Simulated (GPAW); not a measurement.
Run report: CH3AlO, atomisation calculation

CH3AlO (Al(CO)H3), computed with BEEF-vdW/plane waves, scalar-relativistic datasets (GPAW 26.7.0).

The geometry comes from this level: GFN2-xTB.

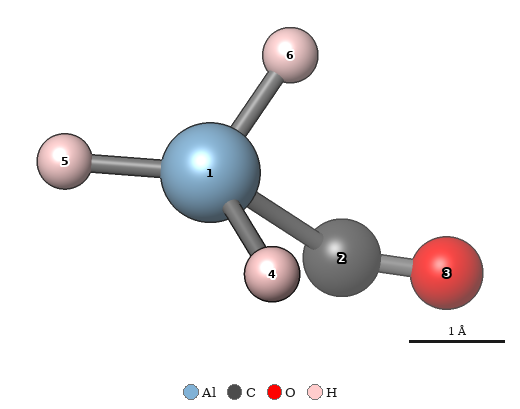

Figure 1. The structure as given in the input (ball-and-stick view, seen at a tilt; atoms are numbered from 1 in the order of the input). Sticks mark near contacts.

Input file (mol.py):
```python
from ase import Atoms
from gpaw import GPAW, PW

molecule = Atoms("AlCOHHH",
    positions=[[ -0.199510,  -0.012510,  -0.765670],
               [  0.178800,   0.454460,   1.239830],
               [  0.582630,  -0.003390,   2.185370],
               [  1.364860,  -0.193790,  -0.688020],
               [ -0.782320,   0.784950,  -1.953560],
               [ -1.144460,  -1.029730,  -0.017950]])
molecule.center(vacuum=5.0)

dft = GPAW(mode=PW(450), xc="BEEF-vdW", maxiter=100, symmetry="off", txt="-")
molecule.calc = dft

e = molecule.get_potential_energy()
e_mol = {"BEEF-vdW": e}

e_atom = {}
for symbol in sorted(set(molecule.symbols)):
    atom = Atoms(symbol, cell=molecule.cell, pbc=molecule.pbc)
    atom.center()
    atom.calc = GPAW(mode=PW(450),
                     hund=True,
                     symmetry="off",
                     maxiter=150,
                     xc="BEEF-vdW",
                     txt=f'{symbol}_atom.txt')
    e = atom.get_potential_energy()
    e_atom[symbol] = {"BEEF-vdW": e}

atomisation = {xc: sum(e_atom[x][xc] for x in molecule.symbols) - e_mol[xc] for xc in e_mol}
for xc, de in atomisation.items():
    print(f'{xc:32} {de:9.3f} eV')
```

Command:
```bash
python3 -u mol.py | tee mol.out
```

The program's output:
```
__  _  _
 | _ |_)|_||  |
 |__||  | ||/\| - 26.7.0

units:  Angstrom and eV
cores:  1
OpenMP: False

Versions:
  Python: 3.12.14
  ASE:    3.29.0
  Numpy:  2.5.5
  Scipy:  1.18.1
  Libxc:  7.0.0

        _gpaw.cpython-312-aarch64-linux-gnu.so

Input parameters:
  mode=PW(ecut=450.00000000000006),
  maxiter=100,
  symmetry=Symmetry(point_group=False, time_reversal=False),
  xc=XC(name='BEEF-vdW')

Diagonalizing LCAO Hamiltonian
Converting LCAO to pw mode
        .------------------------------.
       /|                              |
      / |                              |
     /  |                              |
    /   |                              |
   /    |                              |
  /     |                              |
 *      |                              |
 |      |                              |
 |      |            O                 |
 |      |            C                 |
 |      |                              |
 |      |                              |
 |      |       H  Al  H               |
 |      |         H                    |
 |      |                              |
 |      |                              |
 |      .------------------------------.
 |     /                              /
 |    /                              /
 |   /                              /
 |  /                              /
 | /                              /
 |/                              /
 *------------------------------*

Atoms  # Å, Bohr magnetons
|   | symbol |        x |        y |        z |    initial magnetic moments |
|---|--------|----------|----------|----------|-----------------------------|
| 0 |     Al | 5.944950 | 6.017220 | 6.187890 | ( 0.0000,  0.0000,  0.0000) |
| 1 |      C | 6.323260 | 6.484190 | 8.193390 | ( 0.0000,  0.0000,  0.0000) |
| 2 |      O | 6.727090 | 6.026340 | 9.138930 | ( 0.0000,  0.0000,  0.0000) |
| 3 |      H | 7.509320 | 5.835940 | 6.265540 | ( 0.0000,  0.0000,  0.0000) |
| 4 |      H | 5.362140 | 6.814680 | 5.000000 | ( 0.0000,  0.0000,  0.0000) |
| 5 |      H | 5.000000 | 5.000000 | 6.935610 | ( 0.0000,  0.0000,  0.0000) |

Unit cell  # Å
| periodic |         x |         y |         z |   lengths |    angles |
|----------|-----------|-----------|-----------|-----------|-----------|
|       no | 12.509320 |  0.000000 |  0.000000 | 12.509320 | 90.000000 |
|       no |  0.000000 | 11.814680 |  0.000000 | 11.814680 | 90.000000 |
|       no |  0.000000 |  0.000000 | 14.138930 | 14.138930 | 90.000000 |

Number of symmetries: 1
Symmetry operations  # r_c * U_cc + t_c -> r_c
|   | kind |            matrix            |
|---|------|------------------------------|
| 0 |  E   |  1, 0, 0,  0, 1, 0,  0, 0, 1 |

BZ-sampling:
  Number of BZ points: 1
  Number of IBZ points: 1

  Monkhorst-Pack size: [1, 1, 1]
  Monkhorst-Pack shift: [0, 0, 0]

K-points  # in reciprocal-cell coordinates
|   |                                coordinates |     weight |
|---|--------------------------------------------|------------|
| 0 | (  0.00000000,   0.00000000,   0.00000000) | 1.00000000 |

Plane wave coefficients: 22694
Cutoff: 450.00000000000006 eV

Spin-components: 1 (collinear spins)
Bands:           14
Projectors:      24
Spin-degeneracy: 2
Datatype:        float64

  Storage: CPU
  Wave functions: 5_083_456 bytes (5_083_456 per core)
  Projectors: 11_982_432 bytes (11_982_432 per core)

Parallelization:
  kpt:    1
  domain: 1
  band:   1

Density:
  Valence electrons: 16.0
  Components: 1
  Grid points: [63 60 70]
  Charge: 0.0  # |e|

Potential:
  Grid points: [63 60 70]

species:
  Al:
    name:    Aluminium
    Z:       13.0
    valence: 3
    core:    10
    charge:  0.0  # [|e|]
    file:    Al.PBE.gz
    compensation charges:
      type: gauss
      rc: 0.34  # [Å]
      lmax: 2
    cutoffs:
      filter: 1.91  # [Å]
      core: 2.36  # [Å]
    projectors
    | kind |    occ | energy [eV] | rcut [Å] |
    |------|--------|-------------|----------|
    |   3s |  2.000 |      -7.753 |    1.085 |
    |   3p |  1.000 |      -2.712 |    1.085 |
    |    s |        |      19.459 |    1.085 |
    |    p |        |      24.499 |    1.085 |
    |    d |        |       0.000 |    1.085 |

    Using partial waves for Al as LCAO basis

  C:
    name:    Carbon
    Z:       6.0
    valence: 4
    core:    2
    charge:  0.0  # [|e|]
    file:    C.PBE.gz
    compensation charges:
      type: gauss
      rc: 0.20  # [Å]
      lmax: 2
    cutoffs:
      filter: 1.14  # [Å]
      core: 1.14  # [Å]
    projectors
    | kind |    occ | energy [eV] | rcut [Å] |
    |------|--------|-------------|----------|
    |   2s |  2.000 |     -13.751 |    0.635 |
    |   2p |  2.000 |      -5.284 |    0.635 |
    |    s |        |      13.461 |    0.635 |
    |    p |        |      21.927 |    0.635 |
    |    d |        |       0.000 |    0.635 |

    Using partial waves for C as LCAO basis

  O:
    name:    Oxygen
    Z:       8.0
    valence: 6
    core:    2
    charge:  0.0  # [|e|]
    file:    O.PBE.gz
    compensation charges:
      type: gauss
      rc: 0.21  # [Å]
      lmax: 2
    cutoffs:
      filter: 1.17  # [Å]
      core: 0.83  # [Å]
    projectors
    | kind |    occ | energy [eV] | rcut [Å] |
    |------|--------|-------------|----------|
    |   2s |  2.000 |     -23.961 |    0.688 |
    |   2p |  4.000 |      -9.029 |    0.598 |
    |    s |        |       3.251 |    0.688 |
    |    p |        |      18.182 |    0.598 |
    |    d |        |       0.000 |    0.619 |

    Using partial waves for O as LCAO basis

  H:
    name:    Hydrogen
    Z:       1.0
    valence: 1
    core:    0
    charge:  0.0  # [|e|]
    file:    H.PBE.gz
    compensation charges:
      type: gauss
      rc: 0.15  # [Å]
      lmax: 2
    cutoffs:
      filter: 0.85  # [Å]
      core: 0.53  # [Å]
    projectors
    | kind |    occ | energy [eV] | rcut [Å] |
    |------|--------|-------------|----------|
    |   1s |  1.000 |      -6.494 |    0.476 |
    |    s |        |      20.717 |    0.476 |
    |    p |        |       0.000 |    0.476 |

    Using partial waves for H as LCAO basis

Reference energy: -9709.374168  # eV

eigensolver:
  PPCG
  Converge bands: occupied
  niter=2

density mixing:
  MSR1-Mixer
  Pratt-step length: 0.05
  Maximum mixing coefficient: 0.75
  Old densities: 10
  SVD Regularization: 0.005
  Good broyden scale: 1.0
  Trust region scale: 1.0
  Backstep threshold: 4.0
  History deletion threshold: 6.0
  Fourier metric: weight=20.0, sigma=0.015

occupation numbers:
  # Zero width

poisson solver:
  ecut: 3600.0000000000005  # eV

xc functional:
  name: BEEF-vdW with 2 nearest neighbor stencil

Initialization done in: 9.615 s

convergence criteria:
- Maximum [total energy] change in last 3 cyles: 0.0005 eV / valence electron
- Maximum integral of absolute [dens]ity change: 0.0001 electrons / valence electron
- Maximum integral of absolute [eigenst]ate change: 4e-08 eV^2 / valence electron
maximum number of iterations: 100

SCF iterations
|iter     |     time |      energy | eigst |  dens |
|---------|----------|-------------|-------|-------|
|iter:   1| 00:00:10 |  -74.758498 | +0.50 |       |
|iter:   2| 00:00:18 |  -74.459122 | -1.38 | -0.61 |
|iter:   3| 00:00:25 |  -72.739542 | -1.02 | -0.64 |
|iter:   4| 00:00:32 |  -72.610003 | -1.27 | -1.20 |
|iter:   5| 00:00:39 |  -72.487224 | -1.99 | -1.41 |
|iter:   6| 00:00:46 |  -72.493270 | -3.05 | -1.81 |
|iter:   7| 00:00:53 |  -72.492482c| -4.14 | -2.43 |
|iter:   8| 00:01:01 |  -72.492517c| -5.37 | -2.99 |
|iter:   9| 00:01:08 |  -72.492528c| -6.27 | -3.37 |
|iter:  10| 00:01:15 |  -72.492529c| -7.50c| -3.99 |
|iter:  11| 00:01:22 |  -72.492529c| -7.63c| -4.65c|

Converged in 11 steps
SCF loop duration: 71.765 s (6.524 s/step)
Energy contributions relative to reference atoms: (reference = -9709.374168)

Energy contributions:
  Kinetic:          37.568808
  Coulomb:         -38.313422
  Zero:             -0.056156
  External:          0.000000
  Xc:              -71.691759
  Entropy:           0.000000
  Spinorbit:         0.000000
  ----------------------------
  Free energy:     -72.492529
  Extrapolated:    -72.492529

dipole moment: (0.011219, 0.140028, 0.215484)  # |e|*Ang

Fermi level: -5.143
Eigenvalues  # (at kpt = [0.000, 0.000, 0.000])
| band index |      eig [eV] | occ [0-2] |
|------------|---------------|-----------|
|          0 |       -30.259 |     2.000 |
|          1 |       -15.095 |     2.000 |
|          2 |       -12.890 |     2.000 |
|          3 |       -12.530 |     2.000 |
|          4 |       -11.958 |     2.000 |
|          5 |        -9.070 |     2.000 |
|          6 |        -7.499 |     2.000 |
|          7 |        -7.138 |     2.000 |
|          8 |        -3.149 |     0.000 |
|          9 |        -2.704 |     0.000 |
|         10 |        -1.083 |     0.000 |
|         11 |        -0.544 |     0.000 |
|         12 |         0.071 |     0.000 |
|         13 |         0.177 |     0.000 |

Gap: 3.989 eV
Transition (v -> c):
  (s=0, k=0, n=7, [0.00, 0.00, 0.00]) -> (s=0, k=0, n=8, [0.00, 0.00, 0.00])
No difference between direct/indirect transitions
vacuum-level: 0.209  # V
BEEF-vdW                            20.371 eV
```

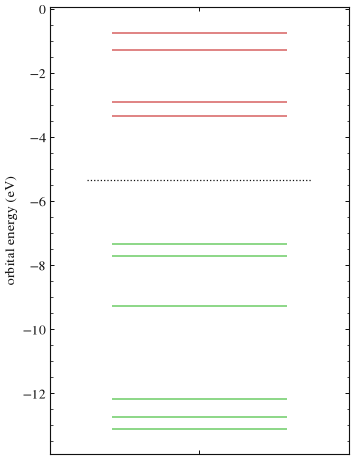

Figure 2. Orbital energies near the frontier; the dotted line parts filled from empty levels, and levels within 0.02 eV of each other stand side by side. Highest filled −7.35 eV, lowest empty −3.36 eV, 3.99 eV apart.

Summary:

| quantity | value |
| --- | --- |
| outcome | converged |
| energy relative to the program's reference atoms | −72.4925 eV |
| atomisation energy | 20.371 eV |
| HOMO | −7.35 eV |
| LUMO | −3.36 eV |
| dipole moment | 1.24 D |
| hardware | 1 thread of Arm Neoverse V1, 24 GiB of memory available, shared host |
| wall time | 10 min |
| peak memory | 3.1 GiB |
